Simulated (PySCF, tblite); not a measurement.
# C₃H₇Cl₃Si: geometry, infrared bands and NMR shifts

What infrared bands and NMR shifts should C₃H₇Cl₃Si (`ClCC[SiH2]C(Cl)Cl`) show?

Programs: tblite 0.8.0 and PySCF 2.14.0, with density-fitted response routines of our own. Each step states its level of theory. These are calculated values for one molecule in the gas phase, unless marked as measured. Atoms count from 0, in the outputs and in this text.

**1. The starting structure**

14 atoms, charge 0, multiplicity 1; geometry from: force field or distance geometry start.

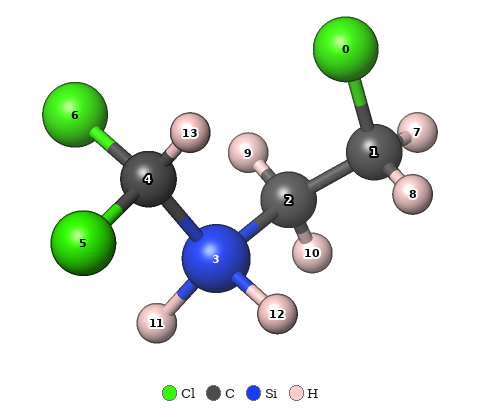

As it starts; chlorine green, carbon dark grey, silicon blue, hydrogen pink, atoms numbered.

**2. Relaxing the molecule with GFN2-xTB**

The job: settings as JSON, then the geometry in Å.

```
{"job": {"kind": "relax", "xc": "GFN2-xTB", "basis": "xTB"}, "charge": 0, "multiplicity": 1}
Cl    -1.363100     1.383700     1.754500
C     -1.914100     0.232200     0.505600
C     -0.858500    -0.858400     0.259100
Si     0.661900    -0.334300    -0.713100
C      1.842300     0.680400     0.279400
Cl     3.230900     1.111300    -0.754900
Cl     2.407100    -0.231200     1.684900
H     -2.825300    -0.221900     0.895000
H     -2.148400     0.789100    -0.389000
H     -0.574200    -1.329400     1.203000
H     -1.354700    -1.642000    -0.339400
H      1.303600    -1.589200    -1.207200
H      0.182900     0.393400    -1.900600
H      1.408900     1.615700     0.625700
```

Launch:

```bash
$ OMP_NUM_THREADS=1 python probes_run.py task.json out
```

This one command runs all jobs of the session in turn.

Standard output:

```text
step      E/eV     max force
  0    -689.94816    2.160
  1    -690.02297    0.790
  2    -690.04019    0.260
  3    -690.04956    0.284
  4    -690.06069    0.320
  5    -690.06751    0.280
  6    -690.07187    0.146
  7    -690.07460    0.161
  8    -690.07676    0.161
  9    -690.07944    0.164
 10    -690.08236    0.185
 11    -690.08461    0.122
 12    -690.08575    0.087
 13    -690.08637    0.078
 14    -690.08702    0.076
 15    -690.08799    0.098
 16    -690.08922    0.108
 17    -690.09036    0.088
 18    -690.09115    0.070
 19    -690.09179    0.079
 20    -690.09256    0.080
 21    -690.09353    0.093
 22    -690.09451    0.067
 23    -690.09533    0.067
 24    -690.09600    0.071
 25    -690.09664    0.060
 26    -690.09731    0.065
 27    -690.09798    0.067
 28    -690.09865    0.087
 29    -690.09929    0.085
 30    -690.09985    0.068
 31    -690.10028    0.050
 32    -690.10058    0.047
 33    -690.10082    0.043
 34    -690.10108    0.043
 35    -690.10135    0.047
 36    -690.10164    0.042
 37    -690.10188    0.039
 38    -690.10207    0.040
 39    -690.10223    0.035
 40    -690.10240    0.040
 41    -690.10259    0.049
 42    -690.10281    0.037
 43    -690.10305    0.045
 44    -690.10334    0.040
 45    -690.10372    0.058
 46    -690.10416    0.064
 47    -690.10461    0.049
 48    -690.10502    0.047
 49    -690.10542    0.062
 50    -690.10587    0.070
 51    -690.10636    0.069
 52    -690.10684    0.051
 53    -690.10724    0.042
 54    -690.10768    0.053
 55    -690.10837    0.075
 56    -690.10915    0.074
 57    -690.10911    0.106
 58    -690.11003    0.050
 59    -690.11035    0.053
 60    -690.11185    0.085
 61    -690.11284    0.104
 62    -690.11459    0.122
 63    -690.11593    0.082
 64    -690.11703    0.105
 65    -690.11788    0.082
 66    -690.11859    0.072
 67    -690.12042    0.088
 68    -690.12132    0.107
 69    -690.12244    0.075
 70    -690.12309    0.067
 71    -690.12356    0.069
 72    -690.12410    0.068
 73    -690.12468    0.058
 74    -690.12531    0.059
 75    -690.12591    0.062
 76    -690.12631    0.050
 77    -690.12652    0.028
 78    -690.12664    0.030
 79    -690.12677    0.034
 80    -690.12696    0.049
 81    -690.12718    0.046
 82    -690.12734    0.028
 83    -690.12745    0.031
 84    -690.12753    0.029
 85    -690.12760    0.023
 86    -690.12766    0.016
 87    -690.12769    0.014
 88    -690.12772    0.014
 89    -690.12776    0.016
 90    -690.12782    0.018
 91    -690.12789    0.028
 92    -690.12796    0.033
 93    -690.12804    0.033
 94    -690.12815    0.031
 95    -690.12832    0.038
 96    -690.12858    0.044
 97    -690.12887    0.040
 98    -690.12909    0.028
 99    -690.12925    0.024
100    -690.12936    0.026
101    -690.12948    0.027
102    -690.12962    0.030
103    -690.12976    0.027
104    -690.12989    0.027
105    -690.13000    0.033
106    -690.13012    0.032
107    -690.13026    0.028
108    -690.13039    0.025
109    -690.13045    0.013
110    -690.13048    0.011
111    -690.13049    0.010
```

Run time: 1.6 s. Hardware: 1 thread of Arm Neoverse N1, shared host.

The steps of the relaxation: (not every step is listed)

```tsv
step	energy from step 0 (eV)	largest force (eV/Å)
0	0.0000	2.1597
1	-0.0748	0.7903
2	-0.0920	0.2596
3	-0.1014	0.2842
4	-0.1125	0.3200
5	-0.1193	0.2803
6	-0.1237	0.1455
7	-0.1264	0.1605
8	-0.1286	0.1614
17	-0.1422	0.0877
26	-0.1491	0.0649
35	-0.1532	0.0467
44	-0.1552	0.0404
53	-0.1591	0.0416
62	-0.1664	0.1219
71	-0.1754	0.0688
80	-0.1788	0.0489
89	-0.1796	0.0164
98	-0.1809	0.0281
106	-0.1820	0.0325
107	-0.1821	0.0276
108	-0.1822	0.0248
109	-0.1823	0.0130
110	-0.1823	0.0108
111	-0.1823	0.0095
```

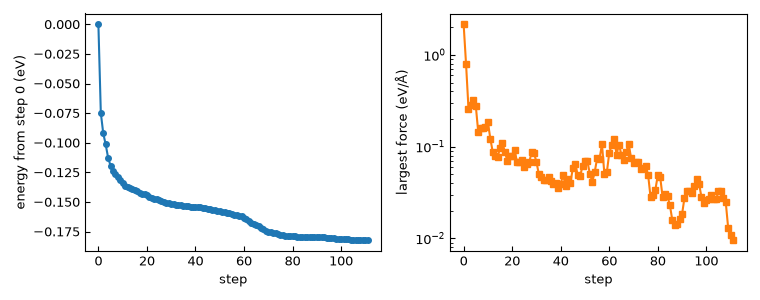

Energy and largest force along the relaxation.

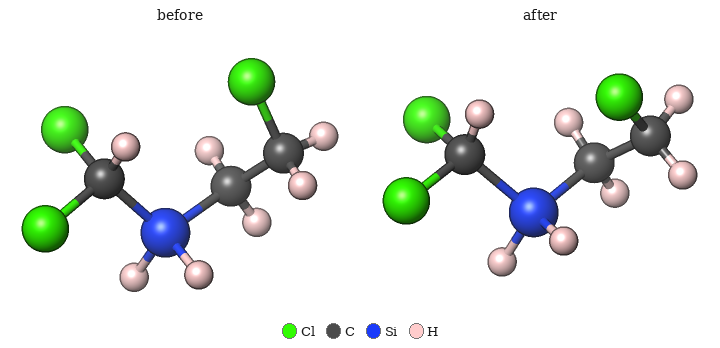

The geometry before (left) and after (right).

Distances of close pairs at the start and the end, largest changes first:

```tsv
bond	before (Å)	after (Å)	change (Å)
Si3–C4	1.846	1.926	+0.079
Si3–H11	1.494	1.462	-0.032
C2–Si3	1.879	1.910	+0.031
C1–C2	1.538	1.515	-0.023
C2–H10	1.104	1.089	-0.014
Si3–H12	1.473	1.461	-0.012
C4–Cl5	1.784	1.774	-0.010
C1–H8	1.080	1.089	+0.010
```

The end geometry stands in the next job.

**3. Infrared spectrum with GFN2-xTB**

The job: settings as JSON, then the geometry in Å.

```
{"job": {"kind": "ir", "xc": "GFN2-xTB", "basis": "xTB"}, "charge": 0, "multiplicity": 1}
Cl    -1.306111     1.738746     0.870281
C     -1.980798     0.145930     0.440891
C     -0.861882    -0.867222     0.312212
Si     0.578001    -0.232898    -0.771176
C      1.884723     0.587599     0.380789
Cl     3.262026     1.116764    -0.604756
Cl     2.433032    -0.614358     1.569789
H     -2.693854    -0.117032     1.222489
H     -2.505853     0.280229    -0.504117
H     -0.488388    -1.122232     1.304484
H     -1.280895    -1.778370    -0.113202
H      1.252509    -1.364569    -1.404843
H      0.155219     0.771197    -1.745051
H      1.551591     1.455744     0.945371
```

Standard output:

```text
mode    cm-1     km/mol
  1      27.9      1.15
  2      59.4      1.04
  3      73.3      1.34
  4     107.1      4.59
  5     167.8      3.22
  6     181.5      3.94
  7     217.4      4.83
  8     277.4      1.55
  9     363.6      1.66
 10     492.2     51.56
 11     555.5     22.87
 12     619.9     21.81
 13     652.3     36.05
 14     671.8     17.67
 15     695.6     17.24
 16     713.0    175.36
 17     761.6    160.04
 18     779.9      6.91
 19     808.8    145.21
 20     928.7     22.06
 21    1056.8      5.62
 22    1103.7      6.99
 23    1119.7     26.66
 24    1159.3     50.10
 25    1164.8     14.69
 26    1260.9     15.86
 27    1282.2     15.35
 28    1446.2      2.73
 29    1462.9      5.55
 30    2291.4    366.45
 31    2301.9     99.35
 32    2969.1      2.28
 33    2977.2      5.65
 34    2985.7      3.56
 35    2996.3     25.60
 36    3004.4      9.40
```

It took 1.1 s on 1 thread of Arm Neoverse N1, shared host.

Which atoms move in the most intense modes:

```tsv
cm⁻¹	km/mol	atoms
492	51.6	H12 31 %, H11 26 %, Si3 21 %
652	36.0	H11 23 %, C4 23 %, C1 21 %, Cl0 11 %
713	175.4	H11 34 %, H12 22 %, C1 15 %
762	160.0	H12 46 %, H11 42 %
809	145.2	H10 23 %, C2 21 %, Si3 15 %
1159	50.1	H13 93 %
2291	366.4	H11 50 %, H12 46 %
2302	99.3	H12 51 %, H11 47 %
```

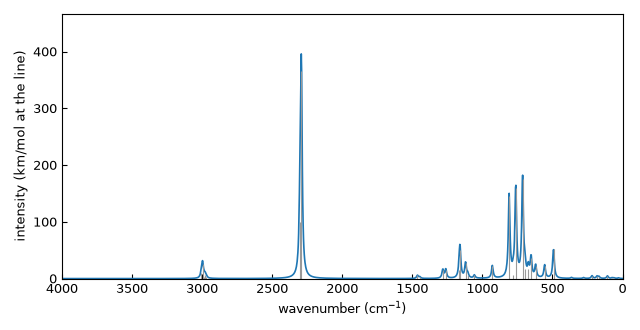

The infrared spectrum from these modes, unscaled. Lines are broadened to a width of 14 cm⁻¹ (Lorentzian).

**4. NMR shieldings: PBE0/pcSseg-1**

The job, as its differences from that of step 3:

```diff
@@ -1,2 +1,2 @@
-{"job": {"kind": "ir", "xc": "GFN2-xTB", "basis": "xTB"}, "charge": 0, "multiplicity": 1}
+{"job": {"kind": "nmr", "xc": "PBE0", "basis": "pcSseg-1"}, "charge": 0, "multiplicity": 1}
 Cl    -1.306111     1.738746     0.870281
```

With the program's defaults for keys left out, this is: GIAO PBE0/pcSseg-1 NMR shielding, non-relativistic, gas phase.

Standard output:

```text
coarse grid: 14096 points
cycle   1  E = -1787.7407327355  dE =  5.790e-01  |g| = 3.924e-01  |ddm| = 3.384e+00
cycle   2  E = -1787.7177069790  dE =  2.303e-02  |g| = 5.162e-01  |ddm| = 8.469e-01
cycle   3  E = -1787.7805922565  dE = -6.289e-02  |g| = 7.392e-02  |ddm| = 4.759e-01
cycle   4  E = -1787.7817751748  dE = -1.183e-03  |g| = 3.071e-02  |ddm| = 9.371e-02
cycle   5  E = -1787.7819925130  dE = -2.173e-04  |g| = 6.076e-03  |ddm| = 2.913e-02
cycle   6  E = -1787.7820010711  dE = -8.558e-06  |g| = 1.688e-03  |ddm| = 7.258e-03
final grid: 118392 points
cycle   7  E = -1787.8201196225  dE = -3.573e-05  |g| = 7.497e-03  |ddm| = 2.139e-02
cycle   8  E = -1787.8201112676  dE =  8.355e-06  |g| = 8.950e-03  |ddm| = 1.302e-02
cycle   9  E = -1787.8201311955  dE = -1.993e-05  |g| = 1.441e-03  |ddm| = 8.425e-03
cycle  10  E = -1787.8201316030  dE = -4.075e-07  |g| = 3.343e-04  |ddm| = 1.578e-03
cycle  11  E = -1787.8201316300  dE = -2.706e-08  |g| = 6.791e-05  |ddm| = 3.148e-04
cycle  12  E = -1787.8201316311  dE = -1.094e-09  |g| = 2.110e-05  |ddm| = 8.862e-05
cycle  13  E = -1787.8201316312  dE = -9.868e-11  |g| = 5.522e-06  |ddm| = 2.345e-05
converged SCF energy = -1787.8201316312

GIAO shielding tensors (ppm)
atom      isotropic    diamagn.    paramagn.     s11        s22        s33       span
  0 Cl     839.969    1147.487    -307.519    653.042    816.393   1050.471    397.429
  1 C      137.502     245.437    -107.935    106.531    137.172    168.801     62.270
  2 C      167.875     252.761     -84.885    148.822    172.092    182.712     33.891
  3 Si     375.927     877.430    -501.503    341.351    367.662    418.770     77.420
  4 C      113.017     248.475    -135.458     69.004    131.943    138.104     69.100
  5 Cl     732.589    1144.352    -411.764    452.507    724.541   1020.719    568.212
  6 Cl     743.502    1145.776    -402.274    473.963    742.921   1013.623    539.660
  7 H       27.699      27.781      -0.082     21.321     26.743     35.033     13.712
  8 H       28.067      28.637      -0.569     22.443     27.026     34.733     12.290
  9 H       29.877      30.605      -0.728     25.945     29.620     34.064      8.119
 10 H       30.614      30.080       0.534     24.868     28.493     38.482     13.613
 11 H       27.610      27.961      -0.351     23.774     26.699     32.358      8.583
 12 H       27.235      28.068      -0.833     23.890     26.244     31.571      7.681
 13 H       25.782      28.738      -2.955     20.903     25.088     31.356     10.453
```

It took 60 s on 1 thread of Arm Neoverse N1, shared host; peak memory 0.82 GiB.

Shifts follow as δ = σ(reference) − σ, with reference shieldings (ppm) from runs at the same level and on the same kind of geometry: ¹H TMS 31.72, ¹³C TMS 186.9, ²⁹Si TMS 349.2, ³⁵Cl HCl 950. The references are single molecules in the gas phase. Atoms listed in one row are averaged.

```tsv
atoms	environment	σ (ppm)	δ (ppm)	δ scaled to CDCl3
C4	sp3 CH bonded to 2 Cl and Si	113.0	73.9	70.2
C1	sp3 CH2 bonded to Cl	137.5	49.4	46.3
C2	sp3 CH2 bonded to Si	167.9	19.0	16.7
H13	hydrogen on an sp3 CH bonded to 2 Cl and Si	25.78	5.93	5.70
H11, H12	hydrogen on a silicon bonded to 2 C	27.42	4.29	–
H7, H8	hydrogen on an sp3 CH2 bonded to Cl	27.88	3.83	3.72
H9, H10	hydrogen on an sp3 CH2 bonded to Si	30.25	1.47	1.49
Cl5, Cl6	chlorine bonded to C	738	212	–
Cl0	chlorine bonded to C	840	110	–
Si3	silicon bonded to 2 C, 2 H	375.9	-26.8	–
```

The scaled column applies a straight-line fit of computed shieldings to shifts measured in CDCl3, with any fitted terms for Cl, Br or S neighbours (root-mean-square error 0.16 ppm for H, 1.9 ppm for C).

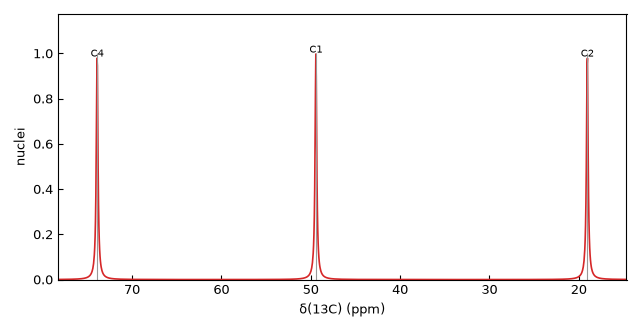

¹³C lines at the computed shifts, without couplings. Lines are broadened to a width of 0.22 ppm (Lorentzian).

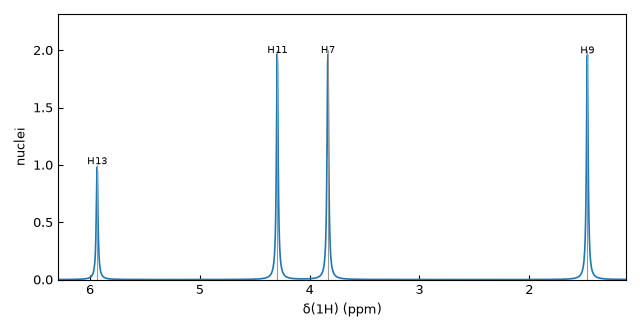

¹H lines at the computed shifts, without couplings. Lines are broadened to a width of 0.02 ppm (Lorentzian).

The run also stored atomic charges by several schemes (e):

```tsv
atoms	Mulliken	IAO	Hirshfeld	ESP fit
Cl0	-0.17	-0.11	-0.03	-0.18
C1	-0.19	-0.23	-0.03	-0.11
C2	-0.55	-0.55	-0.16	-0.07
Si3	0.72	0.76	0.31	0.43
C4	-0.46	-0.37	-0.06	-0.57
Cl5, Cl6	-0.08	-0.07	-0.05	-0.02
```

ESP fit charges:

Cl0 -0.18; C1 -0.11; C2 -0.07; Si3 0.43; C4 -0.57; Cl5 -0.02; Cl6 -0.03; H7 0.12; H8 0.11; H9 0.06; H10 0.05; H11 -0.07; H12 -0.07; H13 0.35

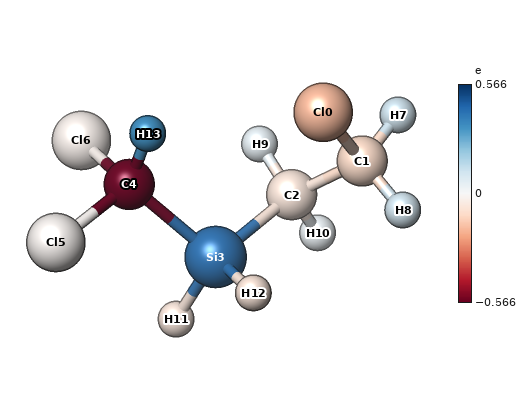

ESP fit charges, as colours on the atoms.

Mayer bond orders: Cl0–C1 0.96, C1–C2 1.04, C2–Si3 0.87, Si3–C4 0.74, C4–Cl5 0.99, C4–Cl6 0.98.

Orbitals, density, ELF and potential are computed afterwards from the orbital file.

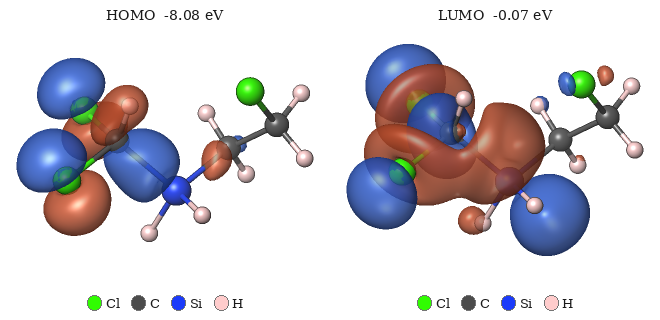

PBE0/pcSseg-1 orbitals near the gap, drawn at the value that encloses 70 % of each; the two colours are the two signs.

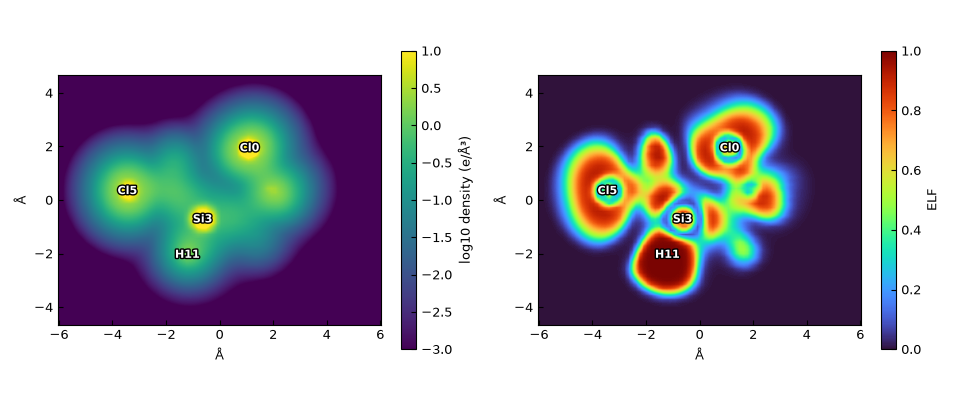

Density (left) and ELF (right) in a plane through or near 4 of the atoms.

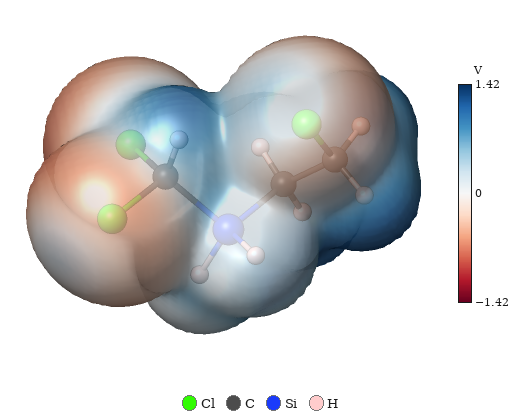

The potential that a unit positive charge feels on the 0.002 e/bohr³ surface, from -0.70 V near Cl5 to 1.42 V near H12.

**5. Results**

```
                                                                quantity                       value
                               strongest single infrared mode (GFN2-xTB)       2291 cm⁻¹, 366 km/mol
                                            zero-point energy (GFN2-xTB)               56.8 kcal/mol
                                  ¹³C shifts against TMS (PBE0/pcSseg-1)        73.9, 49.4, 19.0 ppm
  ¹H shifts against TMS (PBE0/pcSseg-1, means over atoms taken as alike)  5.93, 4.29, 3.83, 1.47 ppm
³⁵Cl shifts against HCl (PBE0/pcSseg-1, means over atoms taken as alike)                212, 110 ppm
                                 ²⁹Si shifts against TMS (PBE0/pcSseg-1)                   -26.8 ppm
                                   surface potential, least and greatest          -0.70 V and 1.42 V
```

In words: The optimisation took 111 steps and gained 0.182 eV; among the close pairs (by a distance rule), Si3–C4 changed most, from 1.846 to 1.926 Å. All 36 modes are real, so the xTB geometry is a minimum. The strongest single mode, at 2291 cm⁻¹, moves mainly H11 and H12. Unscaled tight-binding wavenumbers are off by several per cent, some by more. Its intensities can rank the bands wrongly. C4 stands next to heavy halogen, whose spin-orbit shielding this run leaves out, so the computed shift lies too far downfield, most of all for carbon beside Br or I. H13 (hydrogen on an sp3 CH bonded to 2 Cl and Si) lies farthest downfield among hydrogen, at 5.93 ppm; its carbon carries Cl, an electronegative neighbour. At PBE0/pcSseg-1: Shielding is most anisotropic at Cl5, Cl6 (span 554 ppm, paramagnetic term -407 ppm).
